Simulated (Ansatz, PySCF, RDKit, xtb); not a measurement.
# AlB2H2ClF+: a search for the lowest isomer, part 1 of 2

Given the formula AlB2H2ClF+ (charge +1) and nothing else, which arrangement of the atoms is the most stable in the gas at 298.15 K, and what are its properties?

Plan: many cheap relaxations first (GFN2-xTB), then density-functional screening, relaxation at r2SCAN-D4/def2-SVP, vibrations and a final energy. The numbers are computed, not measured.

12 further runs of the same task are left out: 12 set aside as unsound or not needed.

## (1) Drawing up candidates

A program enumerates the bonding patterns with one Lewis structure each (two rings at most, one unusual centre or charged pair), with their diastereomers. O–O, O–halogen and N–halogen bonds and N–N–N chains are not drawn. That gives 47 candidates.

c022 B[B](F)[Al+][Cl]; c038 [BH+][B@H-](Cl)[Al+][F]; c040 [BH+][BH][Al]([F])[Cl]; c057 F[B+][BH2-][Al+][Cl]; c083 FB(Cl)[BH][AlH+]; c148 [BH+][Al@H-]([F])[B+]Cl; c214 F[B+][AlH2-][B+]Cl; c223 [BH+][B+][Al@H-]([F])[Cl]; c228 [BH2][Al]([F])[B+]Cl; c238 [F][AlH2-][B+][B+]Cl; c250 [F][AlH][BH][B+]Cl; c264 F[BH2-][Al+][B+]Cl; c268 [F][Al+][B+][BH2-]Cl; c283 B[B](Cl)[Al+][F]; c292 F[B+][B+][AlH2-][Cl]; c316 B[B+][Al]([F])[Cl]; c322 [BH+][Al+][B@H-](F)Cl; c362 F[B]([AlH+])BCl; c365 [BH+][Al]([F])[BH]Cl; c382 F[B+][AlH][BH]Cl; c414 FB[B]([AlH+])Cl; c417 [BH+][AlH][B](F)Cl; c430 [BH+][Al-]([BH+])([F])[Cl]; c437 [BH+][B](F)[AlH][Cl]; c529 [BH+][B@-](F)([AlH+])Cl; c544 [BH+][B@H-](F)[Al+][Cl]; c546 [BH2][Al]([Cl])[B+]F; c553 F[B+][BH][AlH][Cl]; c560 FB[BH][Al+][Cl]; c565 F[BH][AlH][B+]Cl; c575 FB[B+][AlH][Cl]; c617 [F][AlH][B+]BCl; c629 F[B@H-](Cl)[B+][AlH+]; c657 F[B@H-]([AlH+])[B+]Cl; c674 [BH2][Al+][B](F)Cl; c706 [BH+][Al@H-]([Cl])[B+]F; c744 F[BH2-][B+][Al+][Cl]; c787 FB(Cl)[B+][AlH2]; c806 F[B+][B]([AlH2])Cl; c810 F[B+][Al+][BH2-]Cl; and 7 more.

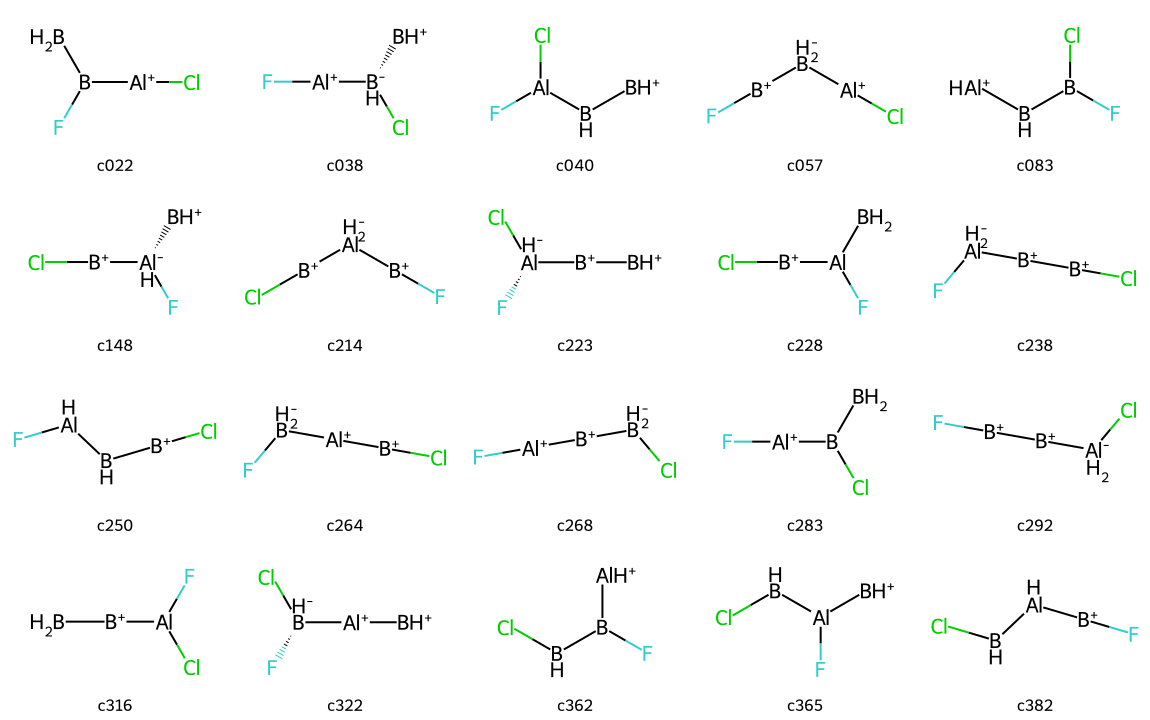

Structural formulas of the candidates (the first 20).

Candidates are built by distance geometry, with a force field where one applies, in up to four conformers (letters a to d). 6 starts with atoms placed at random are added, to find patterns that the rules miss.

## (2) Search with GFN2-xTB

All 105 starts are relaxed the same way. One of them, c943a (enumerated, embedded by distance geometry and UFF), in full:

start.xyz

```xyz
7
c943a
Al    -0.739144     0.650274    -0.068764
B      0.418471    -0.344371     1.367645
B     -1.829456     1.639809    -1.461720
Cl    -3.677037     1.764445    -1.324936
F     -0.244864    -0.952383     2.461891
H      1.595600    -0.319705     1.327522
H     -1.299007     2.302999    -2.329628
```

Run with:

```console
$ xtb start.xyz --gfn 2 --opt --chrg 1
```

What it wrote, shortened:

```text
* xtb version 6.7.1
[...]
          :  # basis functions                  34          :
[...]
          :  # electrons                        24          :
[...]
          :  Hamiltonian                  GFN2-xTB          :
[...]
          :  net charge                          1          :
          :  unpaired electrons                  0          :
[...]
   *** convergence criteria satisfied after 18 iterations ***
[...]
   *** GEOMETRY OPTIMIZATION CONVERGED AFTER 10 ITERATIONS ***
[...]
   *** convergence criteria satisfied after 3 iterations ***
[...]
         ::                     SUMMARY                     ::
         :::::::::::::::::::::::::::::::::::::::::::::::::::::
         :: total energy             -13.386540811901 Eh    ::
         :: gradient norm              0.002601420844 Eh/a0 ::
         :: HOMO-LUMO gap              1.498176632761 eV    ::
         ::.................................................::
         :: SCC energy               -13.444421235054 Eh    ::
         :: -> isotropic ES            0.146234686652 Eh    ::
         :: -> anisotropic ES         -0.011884742759 Eh    ::
         :: -> anisotropic XC         -0.021408745877 Eh    ::
         :: -> dispersion             -0.002864532028 Eh    ::
         :: repulsion energy           0.057880423153 Eh    ::
         :: add. restraining           0.000000000000 Eh    ::
         :: total charge               1.000000000000 e     ::
         :::::::::::::::::::::::::::::::::::::::::::::::::::::
[...]
        12        2.0000           -0.5491258             -14.9425 (HOMO)
        13                         -0.4940689             -13.4443 (LUMO)
[...]
          | TOTAL ENERGY              -13.386540811901 Eh   |
          | GRADIENT NORM               0.002601420844 Eh/α |
          | HOMO-LUMO GAP               1.498176632761 eV   |
           -------------------------------------------------
[...]
```

Wall time 0.14 s (1 thread of AMD EPYC (Zen 3), shared host).

## (3) Distinct minima at GFN2-xTB

105 of the 105 relaxations converged; 52 ended on a minimum already found. 53 distinct structures remain, the lowest 22 here:

```
label             start             SMILES after     spin  energy (kcal/mol)           note
c936a  drawn and random     [F][Al+][BH2-][B+]Cl  singlet                0.0               
c283a             drawn     [F][Al+][BH2-][B+]Cl  singlet                0.0  bonds changed
c936b             drawn     [F][Al+][BH2-][B+]Cl  singlet                0.1               
c292a  drawn and random     F[B+][BH2-][Al+][Cl]  singlet                4.2  bonds changed
c292b             drawn     F[B+][BH2-][Al+][Cl]  singlet                4.5  bonds changed
c365b             drawn  [F][Al]1[BH][BH][Cl]1 ‡  singlet               13.6  bonds changed
c876a             drawn  [Cl][Al]1[BH][BH][F]1 ‡  singlet               20.8  bonds changed
c560b             drawn  [Cl][Al]1[BH][BH][F]1 ‡  singlet               20.8  bonds changed
c560a             drawn          FB[BH][Al+][Cl]  singlet               27.5               
c954a             drawn          [F][Al+][BH]BCl  singlet               32.2               
c250b             drawn       [F][AlH][BH][B+]Cl  singlet               32.7               
c657a             drawn       [F][AlH][BH][B+]Cl  singlet               32.7  bonds changed
 c818            random       [F][AlH][BH][B+]Cl  singlet               32.7               
c083a             drawn       [F][AlH][BH][B+]Cl  singlet               32.7  bonds changed
c238a             drawn       [F][AlH][BH][B+]Cl  singlet               33.0  bonds changed
c238b             drawn       [F][AlH][BH][B+]Cl  singlet               33.1  bonds changed
c250c             drawn       [F][AlH][BH][B+]Cl  singlet               34.5               
c148c             drawn     [BH2][Al]([F])[B+]Cl  singlet               38.8  bonds changed
c228b             drawn     [BH2][Al]([F])[B+]Cl  singlet               39.1               
c228a             drawn     [BH2][Al]([F])[B+]Cl  singlet               39.3               
c228c             drawn     [BH2][Al]([F])[B+]Cl  singlet               39.5               
c148b             drawn     [BH2][Al]([F])[B+]Cl  singlet               39.7  bonds changed
```

‡ marks the bonded skeleton alone, with all bonds drawn single: no Lewis structure was assigned that passes a check against the bond lengths.

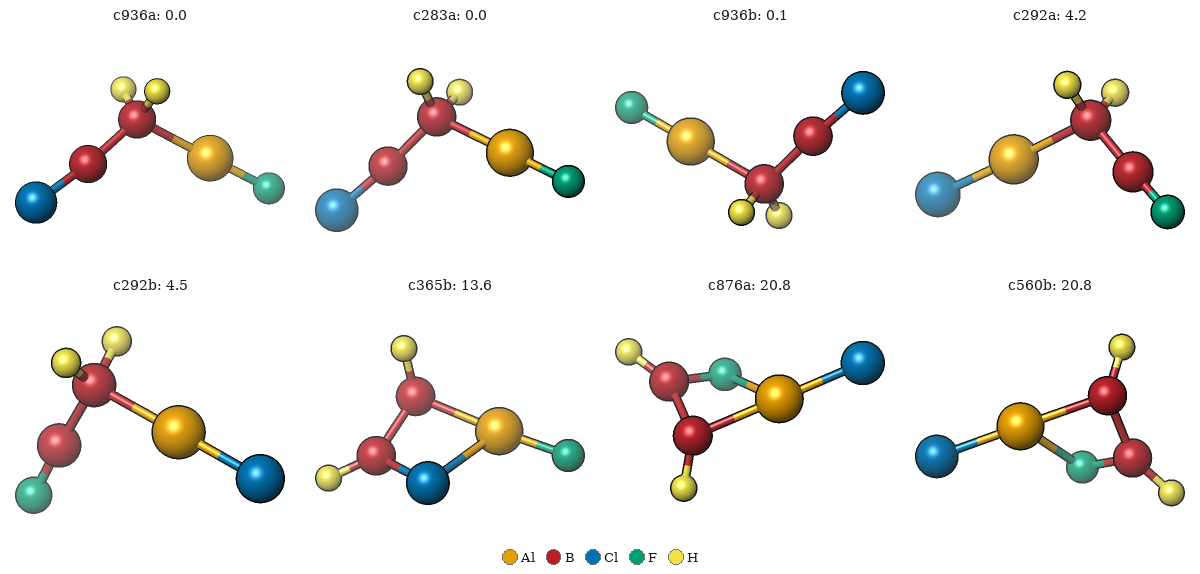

The 8 lowest minima that did not fall apart, with their GFN2-xTB energies in kcal/mol.

## (4) Second filter: single points

A choice of the minima (the low ones first, few conformers of a pattern, up to a cap) and the lowest that fell apart get a single point at r2SCAN-D4/def2-SVP on the tight-binding geometry, and one at HF/STO-3G for comparison. The lowest singlets are also tried as triplets at the same geometry (label ending in t). Within 30 kcal/mol but not screened, among others: c936b. The first, c936a:

input.yaml

```yaml
crystal:
  periodic: [false, false, false]
  atoms:
    - {symbol: Al, position_ang: [-1.793170, 0.969465, 0.369225]}
    - {symbol: B, position_ang: [-0.555130, -0.644370, 0.438103]}
    - {symbol: B, position_ang: [0.092760, -1.020428, -0.961131]}
    - {symbol: Cl, position_ang: [0.799297, -1.507993, -2.266222]}
    - {symbol: F, position_ang: [-2.791746, 2.258788, 0.333724]}
    - {symbol: H, position_ang: [0.227750, -0.291796, 1.261165]}
    - {symbol: H, position_ang: [-1.288309, -1.475519, 0.870708]}
basis:
  gaussian: {orbitals: def2-SVP}
total_charge: 1
hamiltonian: {xc: {name: r2SCAN}, dispersion: d4}
scf: {lower_state_search: off}
output: {orbitals: {seedname: orbitals}}
```

Run with:

```console
$ ansatz run input.yaml --threads 1 --pin off --max-ram 2610MiB --events-out events.jsonl --progress --plain --runs-dir runs
```

What it wrote, shortened:

```text
Warning: RAYON_NUM_THREADS=1 ignored (pool sized by the plan → 1); use --threads N
Functional definition: r2SCAN
  name "r2SCAN"
[...]
960 factors; their error is unknown
[...]
mean field -23202.79584966 eV, -852.6870200551 hartree, gradient 2.8e-6 eV, S^2 0.000000; 0 other end points of the search recorded, 0 dependent functions left out
reference -23202.79586090 eV, -852.6870204683 hartree; 25, 25 occupied and 63, 63 virtual orbitals, 960 factors
Total energy: -23202.83122565 eV, -852.6883200989 hartree
Checks for a lower state left out: stability, starts, cluster_reference, orbital_swaps, neighbouring_geometries, increment
```

Wall time 4.8 s (1 thread of AMD EPYC (Zen 3), shared host).

Relative energies in kcal/mol, each column from its lowest structure that stays in one piece:

```
 label                   SMILES     spin  GFN2-xTB  HF/STO-3G  r2SCAN-D4/def2-SVP
 c292a     F[B+][BH2-][Al+][Cl]  singlet       4.2        0.0                 0.0
 c292b     F[B+][BH2-][Al+][Cl]  singlet       4.5        2.5                 1.1
 c283a     [F][Al+][BH2-][B+]Cl  singlet       0.0       63.1                14.5
 c936a     [F][Al+][BH2-][B+]Cl  singlet       0.0       63.0                14.6
 c876a  [Cl][Al]1[BH][BH][F]1 ‡  singlet      20.8       28.2                33.9
 c560b  [Cl][Al]1[BH][BH][F]1 ‡  singlet      20.8       27.9                34.0
 c560a          FB[BH][Al+][Cl]  singlet      27.5       20.8                34.3
 c365b  [F][Al]1[BH][BH][Cl]1 ‡  singlet      13.6       56.7                36.7
  c479   [BH2][Al][Cl].[B][F] ‡  singlet      70.8       75.2                83.4
c292at     F[B+][BH2-][Al+][Cl]  triplet         –          –               101.9
c283at     [F][Al+][BH2-][B+]Cl  triplet         –          –               109.8
```

‡ marks the bonded skeleton alone, with all bonds drawn single: no Lewis structure was assigned that passes a check against the bond lengths.

Measured from c292a, GFN2-xTB misplaces c365b by 27 kcal/mol against r2SCAN-D4/def2-SVP, so minima dropped on its energies alone could hide the lowest isomer.

## (5) Third filter: density-functional geometries

4 candidates are relaxed at r2SCAN-D4/def2-SVP (chosen among the lowest in one piece). The first, c292a:

input.yaml

```yaml
crystal:
  periodic: [false, false, false]
  atoms:
    - {symbol: Al, position_ang: [0.030818, -0.224006, -1.313379]}
    - {symbol: B, position_ang: [-1.773574, 0.366502, 0.994008]}
    - {symbol: B, position_ang: [-0.734065, -0.697053, 0.524906]}
    - {symbol: Cl, position_ang: [0.811737, 0.180812, -3.099668]}
    - {symbol: F, position_ang: [-2.605926, 1.198828, 1.396154]}
    - {symbol: H, position_ang: [-1.193709, -1.779677, 0.335837]}
    - {symbol: H, position_ang: [0.244757, -0.752614, 1.201081]}
basis:
  gaussian:
    orbitals: def2-SVP
scf:
  lower_state_search: "off"
relax:
  f_tol: 0.003
total_charge: 1
hamiltonian:
  xc: {name: r2SCAN}
  dispersion: d4
```

Run with:

```console
$ ansatz run input.yaml --threads 1 --pin off --max-ram 2610MiB --events-out events.jsonl --progress --plain --runs-dir runs
```

What it wrote, shortened:

```text
Warning: RAYON_NUM_THREADS=1 ignored (pool sized by the plan → 1); use --threads N
[...]
Functional definition: r2SCAN
  name "r2SCAN"
[...]
960 factors; their error is unknown
[...]
mean field -23203.42863260 eV, -852.7102743993 hartree, gradient 2.8e-6 eV, S^2 0.000000; 0 other end points of the search recorded, 0 dependent functions left out
[...]
reference -23203.42864321 eV, -852.7102747890 hartree; 25, 25 occupied and 63, 63 virtual orbitals, 960 factors
[...]
Atom 3 at     0.902222     0.099001    -3.152015 Å, force    -0.000386     0.000292     0.000281 eV/Å
Atom 4 at    -2.638205     1.148183     1.508390 Å, force    -0.001377     0.001746     0.000159 eV/Å
Atom 5 at    -1.255910    -1.757463     0.290104 Å, force    -0.000815     0.001587    -0.000345 eV/Å
Atom 6 at     0.263416    -0.674719     1.200549 Å, force    -0.000956     0.001477    -0.000425 eV/Å
Dipole moment:    -0.302198    -0.011207     0.517539 e Å
Checks for a lower state left out: stability, starts, cluster_reference, orbital_swaps, neighbouring_geometries, increment
```

Wall time 53 s (1 thread of AMD EPYC (Zen 3), shared host).

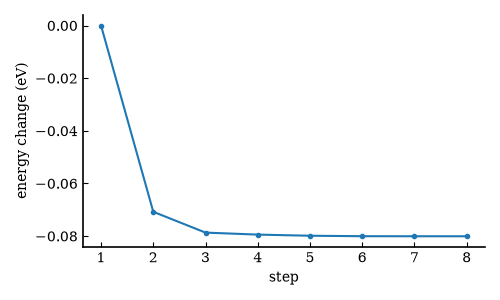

Energy along the run, all evaluated steps.

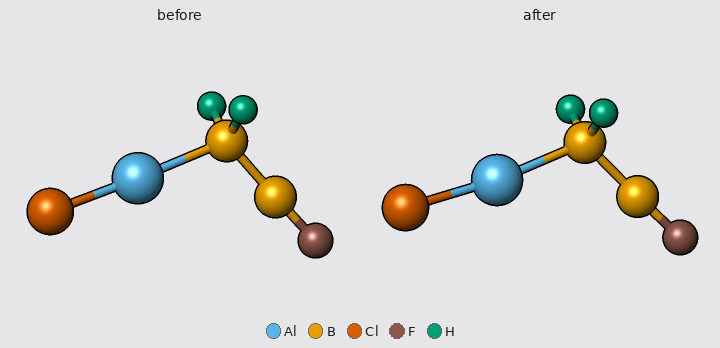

Before and after, at one scale.

After the run. Bond lengths: Al1–B3 2.026 Å, B2–B3 1.592 Å, Al1–Cl4 2.039 Å, B2–F5 1.247 Å, B3–H6 1.218 Å, B3–H7 1.218 Å. Angles: Al1–B3–B2 114.1°, B3–Al1–Cl4 173.8°, B3–B2–F5 178.2°, Al1–B3–H6 103.1°, Al1–B3–H7 103.1°, B2–B3–H6 109.8°, B2–B3–H7 109.7°, H6–B3–H7 116.9°.

## (6) The relaxed candidates

```
label     spin  r2SCAN-D4/def2-SVP (kcal/mol)  r2SCAN-D4/def2-SVP, relaxed (kcal/mol)  time                   note
c292b  singlet                            1.1                                     0.0  60 s  same minimum as c292a
c292a  singlet                            0.0                                     0.0  53 s                       
c936a  singlet                           14.6                                    12.3  62 s  same minimum as c283a
c283a  singlet                           14.5                                    12.3  40 s
```

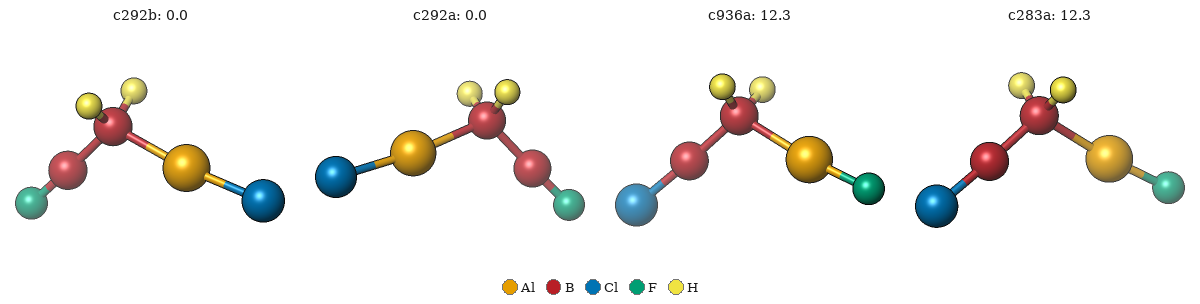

The relaxed structures, with energies at r2SCAN-D4/def2-SVP in kcal/mol.

## (7) Harmonic analysis of the finalists

The lowest few in one piece go on as finalists. Harmonic vibrations at r2SCAN-D4/def2-SVP test each finalist and give the zero-point energy and the thermal terms. The first, c292a:

input.yaml

```yaml
crystal:
  periodic: [false, false, false]
  atoms:
    - symbol: Al
      position_ang: [0.026259, -0.200024, -1.334854]
    - symbol: B
      position_ang: [-1.794832, 0.357560, 1.041041]
    - symbol: B
      position_ang: [-0.722912, -0.679745, 0.485725]
    - symbol: Cl
      position_ang: [0.902222, 0.099001, -3.152015]
    - symbol: F
      position_ang: [-2.638205, 1.148183, 1.508390]
    - symbol: H
      position_ang: [-1.255910, -1.757463, 0.290104]
    - symbol: H
      position_ang: [0.263416, -0.674719, 1.200549]
basis:
  gaussian:
    orbitals: def2-SVP
hamiltonian:
  xc: {name: r2SCAN}
  dispersion: d4
scf:
  lower_state_search: off
phonons: {}
total_charge: 1
```

Run with:

```console
$ ansatz run input.yaml --threads 1 --pin off --max-ram 2610MiB --events-out events.jsonl --progress --plain --runs-dir runs
```

What it wrote, shortened:

```text
Warning: RAYON_NUM_THREADS=1 ignored (pool sized by the plan → 1); use --threads N
Functional definition: r2SCAN
  name "r2SCAN"
[...]
960 factors; their error is unknown
[...]
mean field -23203.50906751 eV, -852.7132303276 hartree, gradient 1.7e-6 eV, S^2 0.000000; 0 other end points of the search recorded, 0 dependent functions left out
[...]
reference -23203.50907816 eV, -852.7132307189 hartree; 25, 25 occupied and 63, 63 virtual orbitals, 960 factors
[...]
Atom 5 at    -1.255910    -1.757463     0.290104 Å, force    -0.000814     0.001591    -0.000345 eV/Å
Atom 6 at     0.263416    -0.674719     1.200549 Å, force    -0.000950     0.001477    -0.000421 eV/Å
Dipole moment:    -0.302198    -0.011208     0.517540 e Å
Vibrations: 48.65 96.47 135.86 220.94 358.82 477.60 505.42 639.34 683.35 734.92 906.56 1015.15 1687.71 2487.00 2577.28 cm⁻¹, zero-point energy 0.779554 eV
Checks for a lower state left out: stability, starts, cluster_reference, orbital_swaps, neighbouring_geometries, increment
```

Wall time 3.5 min (1 thread of AMD EPYC (Zen 3), shared host).

## (8) Thermal terms of the finalists

At 298.15 K and 1 atm, ideal gas, rigid rotor and harmonic oscillator:

```
label                SMILES     spin  point group  lowest mode (cm⁻¹)  zero-point (kcal/mol)  G − E (kcal/mol)
c292a  F[B+][BH2-][Al+][Cl]  singlet           Cs                  49                   18.0              -2.3
c283a  [F][Al+][BH2-][B+]Cl  singlet           Cs                  45                   17.5              -2.9
```

## (9) Last filter: a higher level

Single points at CCSD(T)/def2-SVP + MP2/def2-TZVPP - MP2/def2-SVP on the refined geometries decide the order.

c292a, CCSD(T)/def2-SVP:

input.yaml

```yaml
crystal:
  periodic: [false, false, false]
  atoms:
    - {symbol: Al, position_ang: [0.026259, -0.200024, -1.334854]}
    - {symbol: B, position_ang: [-1.794832, 0.357560, 1.041041]}
    - {symbol: B, position_ang: [-0.722912, -0.679745, 0.485725]}
    - {symbol: Cl, position_ang: [0.902222, 0.099001, -3.152015]}
    - {symbol: F, position_ang: [-2.638205, 1.148183, 1.508390]}
    - {symbol: H, position_ang: [-1.255910, -1.757463, 0.290104]}
    - {symbol: H, position_ang: [0.263416, -0.674719, 1.200549]}
basis:
  gaussian:
    orbitals: def2-SVP
total_charge: 1
correlation:
  method: ccsd_t
  frozen_orbitals: {B: 1, F: 1, H: 0, Cl: 5, Al: 5}
```

Run with:

```console
$ ansatz run input.yaml --threads 1 --pin off --max-ram 2610MiB --events-out events.jsonl --progress --plain --runs-dir runs
```

What it wrote, shortened:

```text
Warning: RAYON_NUM_THREADS=1 ignored (pool sized by the plan → 1); use --threads N
Functional definition: HF
  name "HF"
[...]
834 factors; integrals over basis functions are off by at most 8.0e-4 eV
[...]
mean field -23153.48352502 eV, -850.8748255497 hartree, gradient 2.9e-6 eV, S^2 0.000000; 0 other end points of the search recorded, 0 dependent functions left out
13 core orbitals not correlated: weight in the atoms' cores, before any rotation towards them, 1.000 or more for the frozen orbitals, at most 0.000 for the correlated occupied ones
reference -23153.48352502 eV, -850.8748255497 hartree; 12, 12 occupied and 63, 63 virtual orbitals, 834 factors
second order -14.36193355 eV of doubles, -0.00000000 eV of singles
cycle   1  -14.93450998 eV  change   -5.7e-1 eV  update   1.0e-1
[...]
cycle   9  -15.40255647 eV  change   -1.1e-5 eV  update   2.1e-5
perturbative correction -0.44139266 eV, -0.0162208811 hartree
Total energy: -23169.32747415 eV, -851.4570799408 hartree
```

Run time: 11 s. Hardware: 1 thread of AMD EPYC (Zen 3), shared host.

## (10) c292a at MP2/def2-TZVPP

Edit input.yaml of step 9 so:

```diff
@@ -1 +1,3 @@
+basis:
+  gaussian: {orbitals: def2-TZVPP}
 crystal:
@@ -10,8 +12,3 @@
     - {symbol: H, position_ang: [0.263416, -0.674719, 1.200549]}
-basis:
-  gaussian:
-    orbitals: def2-SVP
 total_charge: 1
-correlation:
-  method: ccsd_t
-  frozen_orbitals: {B: 1, F: 1, H: 0, Cl: 5, Al: 5}
+correlation: {method: mp2, frozen_orbitals: {B: 1, F: 1, H: 0, Cl: 5, Al: 5}}
```

Run with:

```console
$ ansatz run input.yaml --threads 1 --pin off --max-ram 2610MiB --events-out events.jsonl --progress --plain --runs-dir runs
```

What it wrote, shortened:

```text
Warning: RAYON_NUM_THREADS=1 ignored (pool sized by the plan → 1); use --threads N
Functional definition: HF
  name "HF"
[...]
1251 factors; integrals over basis functions are off by at most 1.1e-3 eV
[...]
mean field -23165.10552391 eV, -851.3019261310 hartree, gradient 2.3e-6 eV, S^2 0.000000; 0 other end points of the search recorded, 0 dependent functions left out
13 core orbitals not correlated: weight in the atoms' cores, before any rotation towards them, 1.000 or more for the frozen orbitals, at most 0.000 for the correlated occupied ones
reference -23165.10552391 eV, -851.3019261310 hartree; 12, 12 occupied and 180, 180 virtual orbitals, 1251 factors
second order -18.55971319 eV of doubles, -0.00000000 eV of singles
Total energy: -23183.66523709 eV, -851.9839830105 hartree
```

Run time: 13 s. Hardware: 1 thread of AMD EPYC (Zen 3), shared host; peak memory 0.37 GiB.

(Continued in part 2 of 2.)
